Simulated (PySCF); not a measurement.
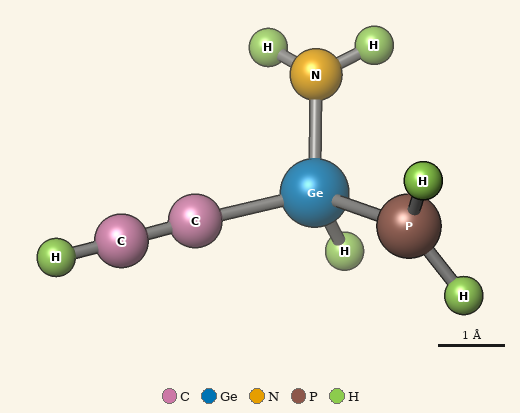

Fig. 1: The input geometry (ball-and-stick view, seen at a tilt). Sticks mark near contacts.

## C2H6GeNP: saddle-point search

The run: saddle-point search of C2H6GeNP, SMILES C#[C][Ge@@H]([NH2])[PH2]. Method and program: PBE0-D3(BJ)/def2-SVP saddle search from the GFN2-xTB point and Hessian, gas phase (PySCF 2.14.0).

## Input file
```
{"job": {"xc": "PBE0", "basis": "def2-SVP", "kind": "refine"}, "charge": 0, "multiplicity": 1}
C      2.712222    -0.767573    -0.288939
C      1.627865    -0.354748     0.027075
Ge    -0.128398     0.215719     0.518051
N     -0.394858     1.750448    -0.398370
P     -1.721019    -1.218361    -0.100856
H      3.670516    -1.108954    -0.562717
H     -0.237529     0.228327     2.034529
H     -1.289120     2.210027    -0.307457
H      0.343793     2.437769    -0.378160
H     -2.351477    -2.005401     0.790351
H     -2.231995    -1.387252    -1.333507
```

The first line tells a small driver script what to run in PySCF; the rest is the geometry in Å.

Launched with:
```bash
OMP_NUM_THREADS=1 python <driver script> task.json out
```

## The program's output
```
step      E/eV     max force
  0    -69438.53004   1.5785
  1    -69438.63077   0.8413
  2    -69438.65043   0.1737
  3    -69438.65471   0.0350
  4    -69438.65359   0.2773
  5    -69438.65531   0.1038
  6    -69438.65535   0.0450
  7    -69438.65568   0.0535
  8    -69438.65582   0.0698
  9    -69438.65587   0.0751
 10    -69438.65586   0.0636
 11    -69438.65595   0.0200
 12    -69438.65599   0.0184
 13    -69438.65573   0.0526
 14    -69438.65600   0.0051
```

## Trajectory as extended XYZ (Å, eV, eV/Å), 15 frames, from step=0 to step=14
```
11
Properties=species:S:1:pos:R:3:forces:R:3 step=0 energy=-69438.53004
C     2.7122   -0.7676   -0.2889    0.5440  -0.1280  -0.1230
C     1.6279   -0.3547    0.0271   -1.4190   0.5530   0.4150
Ge   -0.1284    0.2157    0.5181    0.1690  -0.2120  -0.2760
N    -0.3949    1.7504   -0.3984   -0.0310   0.1220  -0.2340
P    -1.7210   -1.2184   -0.1009    0.9150   0.8330   0.3590
H     3.6705   -1.1090   -0.5627    0.8340  -0.3370  -0.2500
H    -0.2375    0.2283    2.0345    0.0200  -0.0070   0.3930
H    -1.2891    2.2100   -0.3075   -0.2840  -0.0220   0.1000
H     0.3438    2.4378   -0.3782    0.3210   0.1140  -0.0100
H    -2.3515   -2.0054    0.7904   -0.6430  -0.8080   1.0670
H    -2.2320   -1.3873   -1.3335   -0.4270  -0.1070  -1.4410
11
Properties=species:S:1:pos:R:3:forces:R:3 step=1 energy=-69438.63077
C     2.7292   -0.7443   -0.2885    0.3050  -0.0760  -0.0850
C     1.6240   -0.3545    0.0083   -0.7670   0.2770   0.2070
Ge   -0.1328    0.2007    0.5057    0.0920  -0.0320  -0.0810
N    -0.4048    1.7483   -0.4074   -0.0990   0.0700  -0.0790
P    -1.7423   -1.2279   -0.0943    0.3710   0.3390   0.1460
H     3.7016   -1.0840   -0.5557    0.4290  -0.1570  -0.1150
H    -0.2153    0.2151    2.0383    0.0000  -0.0060   0.1360
H    -1.2851    2.2262   -0.2411   -0.0190  -0.0620   0.0340
H     0.3608    2.4123   -0.4150    0.1360   0.0310   0.0000
H    -2.4388   -1.9740    0.8275   -0.2890  -0.3100   0.4430
H    -2.1965   -1.4180   -1.3778   -0.1580  -0.0720  -0.6080
11
Properties=species:S:1:pos:R:3:forces:R:3 step=2 energy=-69438.65043
C     2.7202   -0.7541   -0.3090    0.1400  -0.0510  -0.0310
C     1.6205   -0.3505    0.0119   -0.1540   0.0660   0.0460
Ge   -0.1291    0.2126    0.5118    0.0120   0.0320  -0.0010
N    -0.3931    1.7649   -0.4094    0.1020  -0.0560  -0.0020
P    -1.7282   -1.2311   -0.0921   -0.0640  -0.0450  -0.0270
H     3.6893   -1.1195   -0.5953    0.0430   0.0000  -0.0090
H    -0.2169    0.2276    2.0538   -0.0060   0.0020  -0.0280
H    -1.3035    2.1932   -0.2899   -0.1000   0.0390   0.0520
H     0.3440    2.4605   -0.3290    0.0030  -0.0280  -0.0180
H    -2.4760   -1.9348    0.8628    0.0150   0.0440  -0.0700
H    -2.1272   -1.4688   -1.4157    0.0100  -0.0040   0.0900
11
Properties=species:S:1:pos:R:3:forces:R:3 step=3 energy=-69438.65471
C     2.7331   -0.7313   -0.2963    0.0040  -0.0230  -0.0080
C     1.6152   -0.3562    0.0011   -0.0010   0.0300   0.0180
Ge   -0.1357    0.1992    0.5061   -0.0040  -0.0060  -0.0130
N    -0.4033    1.7497   -0.4123    0.0040  -0.0160  -0.0100
P    -1.7492   -1.2328   -0.0913   -0.0060   0.0080   0.0020
H     3.7159   -1.0758   -0.5637    0.0210   0.0090  -0.0060
H    -0.2123    0.2136    2.0469   -0.0040   0.0010   0.0010
H    -1.2815    2.2242   -0.2283   -0.0140   0.0070   0.0180
H     0.3713    2.4069   -0.4089    0.0190   0.0040   0.0010
H    -2.4836   -1.9548    0.8559   -0.0110   0.0030  -0.0090
H    -2.1699   -1.4426   -1.4091   -0.0090  -0.0170   0.0050
11
Properties=species:S:1:pos:R:3:forces:R:3 step=4 energy=-69438.65359
C     2.7392   -0.7028   -0.2955    0.0000   0.0210   0.0270
C     1.6130   -0.3535    0.0052    0.0300  -0.0420  -0.0250
Ge   -0.1494    0.1808    0.4993    0.0130   0.0150  -0.0160
N    -0.3951    1.7366   -0.4163    0.0450   0.2620   0.0290
P    -1.7735   -1.2419   -0.0950   -0.0060  -0.0100   0.0460
H     3.7380   -1.0100   -0.5553   -0.0450   0.0030  -0.0040
H    -0.2349    0.1919    2.0394   -0.0040  -0.0020   0.0060
H    -1.2394    2.2622   -0.1892    0.1840  -0.1060  -0.0440
H     0.4207    2.3519   -0.4527   -0.2330  -0.1490   0.0200
H    -2.5017   -1.9567    0.8642    0.0100   0.0130  -0.0250
H    -2.2169   -1.4586   -1.4039    0.0060  -0.0040  -0.0120
11
Properties=species:S:1:pos:R:3:forces:R:3 step=5 energy=-69438.65531
C     2.7414   -0.7161   -0.2965   -0.0530   0.0070   0.0100
C     1.6171   -0.3593    0.0019    0.0410  -0.0090  -0.0050
Ge   -0.1393    0.1882    0.4996    0.0000   0.0000  -0.0100
N    -0.3920    1.7438   -0.4143    0.0000  -0.0950  -0.0210
P    -1.7639   -1.2352   -0.0927    0.0030  -0.0020   0.0280
H     3.7317   -1.0390   -0.5644    0.0110   0.0020  -0.0030
H    -0.2245    0.1998    2.0398    0.0000  -0.0020   0.0060
H    -1.2613    2.2285   -0.2247   -0.0900   0.0440   0.0270
H     0.3897    2.3900   -0.4087    0.0830   0.0480  -0.0020
H    -2.5021   -1.9424    0.8637    0.0050   0.0150  -0.0130
H    -2.1968   -1.4579   -1.4038    0.0000  -0.0070  -0.0180
11
Properties=species:S:1:pos:R:3:forces:R:3 step=6 energy=-69438.65535
C     2.7353   -0.7298   -0.2966    0.0360  -0.0080  -0.0100
C     1.6181   -0.3535    0.0014   -0.0400   0.0160   0.0130
Ge   -0.1366    0.1969    0.5008   -0.0030  -0.0050  -0.0080
N    -0.4020    1.7501   -0.4143   -0.0350   0.0170   0.0060
P    -1.7521   -1.2347   -0.0940   -0.0020   0.0000   0.0110
H     3.7210   -1.0675   -0.5629    0.0080   0.0010  -0.0040
H    -0.2189    0.2098    2.0412   -0.0020  -0.0010   0.0040
H    -1.2758    2.2301   -0.2165    0.0400  -0.0180  -0.0020
H     0.3775    2.4022   -0.4101    0.0060   0.0000   0.0000
H    -2.4889   -1.9469    0.8590   -0.0060   0.0050  -0.0070
H    -2.1776   -1.4566   -1.4081   -0.0020  -0.0080  -0.0030
11
Properties=species:S:1:pos:R:3:forces:R:3 step=7 energy=-69438.65568
C     2.7377   -0.7210   -0.2980   -0.0530   0.0020   0.0070
C     1.6158   -0.3564    0.0007    0.0460  -0.0030  -0.0070
Ge   -0.1392    0.1930    0.5001   -0.0050  -0.0090   0.0030
N    -0.3987    1.7481   -0.4125    0.0480  -0.0090  -0.0150
P    -1.7573   -1.2370   -0.0922    0.0010  -0.0030  -0.0180
H     3.7247   -1.0533   -0.5664    0.0080   0.0080  -0.0010
H    -0.2233    0.2058    2.0406    0.0000  -0.0020   0.0030
H    -1.2664    2.2342   -0.2124   -0.0340   0.0220   0.0130
H     0.3866    2.3935   -0.4127   -0.0080  -0.0080   0.0000
H    -2.5030   -1.9395    0.8605   -0.0050   0.0040   0.0020
H    -2.1770   -1.4675   -1.4075    0.0020  -0.0020   0.0120
11
Properties=species:S:1:pos:R:3:forces:R:3 step=8 energy=-69438.65582
C     2.7354   -0.7184   -0.3010    0.0550   0.0010  -0.0060
C     1.6155   -0.3552    0.0030   -0.0440  -0.0050   0.0050
Ge   -0.1417    0.1897    0.4999    0.0070   0.0070  -0.0070
N    -0.3949    1.7458   -0.4152   -0.0620   0.0200   0.0250
P    -1.7611   -1.2382   -0.0931   -0.0030   0.0000  -0.0050
H     3.7265   -1.0390   -0.5705   -0.0140  -0.0020  -0.0010
H    -0.2296    0.2018    2.0403   -0.0020   0.0020  -0.0010
H    -1.2578    2.2402   -0.2030    0.0470  -0.0240  -0.0160
H     0.3949    2.3852   -0.4151    0.0120   0.0040   0.0010
H    -2.5133   -1.9299    0.8628    0.0000   0.0000  -0.0030
H    -2.1739   -1.4821   -1.4081    0.0040  -0.0020   0.0080
11
Properties=species:S:1:pos:R:3:forces:R:3 step=9 energy=-69438.65587
C     2.7369   -0.7120   -0.3014   -0.0700   0.0060   0.0100
C     1.6118   -0.3599    0.0001    0.0610  -0.0020  -0.0120
Ge   -0.1439    0.1885    0.4979   -0.0090  -0.0080   0.0000
N    -0.3931    1.7486   -0.4091    0.0720  -0.0100  -0.0190
P    -1.7631   -1.2401   -0.0945   -0.0080  -0.0020   0.0060
H     3.7269   -1.0324   -0.5731    0.0100   0.0030   0.0000
H    -0.2350    0.1980    2.0380    0.0010  -0.0020   0.0020
H    -1.2518    2.2472   -0.2020   -0.0440   0.0240   0.0140
H     0.4022    2.3821   -0.4141   -0.0200  -0.0090   0.0000
H    -2.5187   -1.9220    0.8660    0.0010   0.0000  -0.0070
H    -2.1722   -1.4980   -1.4078    0.0050   0.0020   0.0030
11
Properties=species:S:1:pos:R:3:forces:R:3 step=10 energy=-69438.65586
C     2.7332   -0.7113   -0.3046    0.0600  -0.0060  -0.0120
C     1.6106   -0.3573    0.0000   -0.0500   0.0000   0.0120
Ge   -0.1465    0.1872    0.4973    0.0090   0.0090   0.0010
N    -0.3889    1.7488   -0.4112   -0.0610   0.0080   0.0160
P    -1.7646   -1.2436   -0.0925    0.0040  -0.0010  -0.0100
H     3.7262   -1.0247   -0.5756   -0.0130  -0.0030   0.0010
H    -0.2387    0.1962    2.0374    0.0000   0.0020   0.0010
H    -1.2457    2.2526   -0.1985    0.0320  -0.0230  -0.0110
H     0.4080    2.3791   -0.4123    0.0170   0.0070   0.0000
H    -2.5273   -1.9192    0.8667    0.0020   0.0040  -0.0010
H    -2.1664   -1.5077   -1.4068    0.0000   0.0020   0.0030
11
Properties=species:S:1:pos:R:3:forces:R:3 step=11 energy=-69438.65595
C     2.7338   -0.7101   -0.3053   -0.0170   0.0000   0.0080
C     1.6104   -0.3596    0.0027    0.0120   0.0010  -0.0050
Ge   -0.1454    0.1876    0.5008   -0.0040  -0.0070  -0.0010
N    -0.3905    1.7470   -0.4089    0.0190   0.0040  -0.0050
P    -1.7636   -1.2419   -0.0925   -0.0030  -0.0030  -0.0010
H     3.7247   -1.0257   -0.5795    0.0060  -0.0020  -0.0030
H    -0.2384    0.1989    2.0406    0.0010  -0.0010   0.0040
H    -1.2474    2.2495   -0.1994   -0.0090   0.0060   0.0030
H     0.4069    2.3775   -0.4149   -0.0100  -0.0020   0.0010
H    -2.5293   -1.9173    0.8645    0.0030   0.0020  -0.0040
H    -2.1613   -1.5058   -1.4081    0.0010   0.0010   0.0040
11
Properties=species:S:1:pos:R:3:forces:R:3 step=12 energy=-69438.65599
C     2.7343   -0.7132   -0.3037    0.0150  -0.0020  -0.0060
C     1.6118   -0.3582    0.0014   -0.0140   0.0010   0.0050
Ge   -0.1444    0.1883    0.4998    0.0030   0.0030  -0.0030
N    -0.3916    1.7479   -0.4099   -0.0180  -0.0020   0.0030
P    -1.7625   -1.2412   -0.0931    0.0000  -0.0020   0.0020
H     3.7251   -1.0306   -0.5771   -0.0030  -0.0010   0.0020
H    -0.2357    0.1989    2.0400    0.0000   0.0000   0.0000
H    -1.2509    2.2472   -0.2006    0.0060  -0.0050  -0.0020
H     0.4027    2.3817   -0.4134    0.0100   0.0060   0.0020
H    -2.5254   -1.9187    0.8646    0.0010   0.0010  -0.0030
H    -2.1634   -1.5022   -1.4081    0.0000   0.0010   0.0000
11
Properties=species:S:1:pos:R:3:forces:R:3 step=13 energy=-69438.65573
C     2.7366   -0.7157   -0.3026   -0.0470   0.0050   0.0230
C     1.6123   -0.3569   -0.0065    0.0440  -0.0040  -0.0210
Ge   -0.1435    0.1911    0.4899   -0.0120  -0.0150   0.0100
N    -0.3943    1.7549   -0.4109    0.0470   0.0100  -0.0090
P    -1.7619   -1.2416   -0.0958    0.0000   0.0020  -0.0060
H     3.7282   -1.0413   -0.5624    0.0070   0.0030  -0.0110
H    -0.2319    0.1945    2.0299   -0.0020   0.0040   0.0110
H    -1.2555    2.2499   -0.2013   -0.0120   0.0050   0.0070
H     0.3992    2.3912   -0.4042   -0.0280  -0.0160  -0.0050
H    -2.5118   -1.9220    0.8699   -0.0020   0.0020  -0.0020
H    -2.1775   -1.5041   -1.4061    0.0050   0.0030   0.0020
11
Properties=species:S:1:pos:R:3:forces:R:3 step=14 energy=-69438.65600
C     2.7345   -0.7153   -0.3037    0.0050  -0.0010   0.0000
C     1.6126   -0.3577    0.0011   -0.0050   0.0010   0.0000
Ge   -0.1433    0.1896    0.4995    0.0000   0.0010   0.0010
N    -0.3929    1.7488   -0.4101   -0.0020   0.0000   0.0000
P    -1.7610   -1.2406   -0.0929    0.0010   0.0000  -0.0030
H     3.7245   -1.0359   -0.5758   -0.0010   0.0000  -0.0010
H    -0.2336    0.2004    2.0397    0.0000  -0.0010   0.0010
H    -1.2544    2.2449   -0.2028    0.0010  -0.0010   0.0000
H     0.3994    2.3854   -0.4109    0.0020   0.0010   0.0010
H    -2.5227   -1.9204    0.8639   -0.0010   0.0010   0.0000
H    -2.1630   -1.4992   -1.4080    0.0000   0.0000   0.0000
```

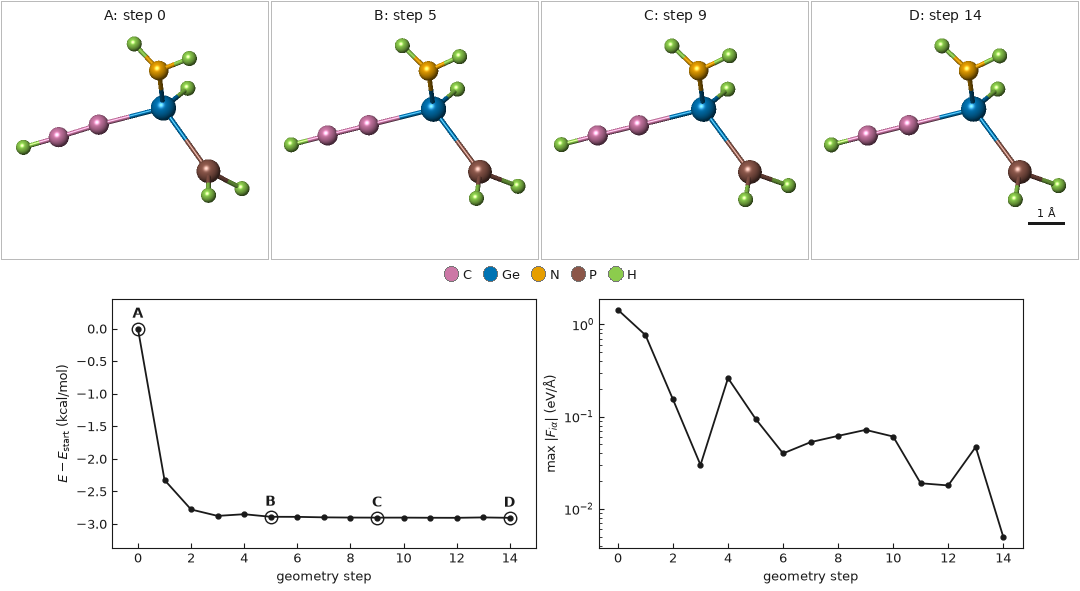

Fig. 2: Frames of the saddle-point search (ball-and-stick view, seen at a tilt) above the curves, on which the letters mark them (steps are counted from 0).

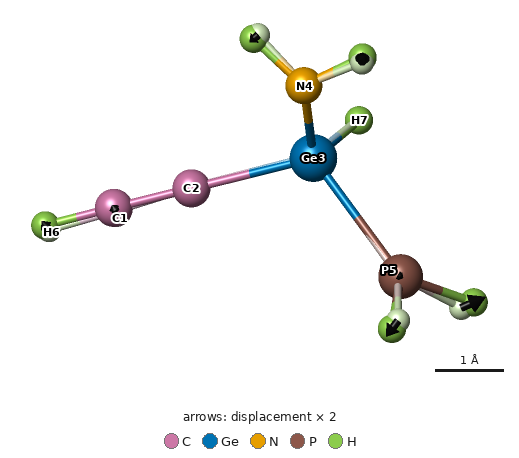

Fig. 3: Start (faint) and end (solid) with the displacements as black arrows, magnified 2 times (ball-and-stick view, seen at a tilt). The two geometries are laid on each other by the best rigid fit. The atom that moves furthest after the best rigid fit is H10 (0.21 Å). By element the largest moves are H 0.21 Å, C 0.06 Å, P 0.05 Å, Ge 0.04 Å, N 0.01 Å. Among the contacts that change: P5–H11 1.345 → 1.399 Å, P5–H10 1.346 → 1.399 Å, Ge3–H7 1.520 → 1.543 Å, C1–H6 1.053 → 1.076 Å. Among the angles that change: H10–P5–H11 110.8° → 113.4°, Ge3–N4–H8 118.1° → 115.6°, Ge3–P5–H11 127.3° → 125.0°. After 14 geometry steps the energy has fallen by 2.90 kcal/mol. The largest force component goes from 1.4 to 0.005 eV/Å. (Atoms are counted from 1 in the order of the input.)

## Key numbers

| quantity | value |
| --- | --- |
| outcome | converged |
| total energy | −2551.823562 hartree |
| hardware | 1 CPU thread, shared host |
| wall time | 2 min |
| peak memory | 0.61 GiB |
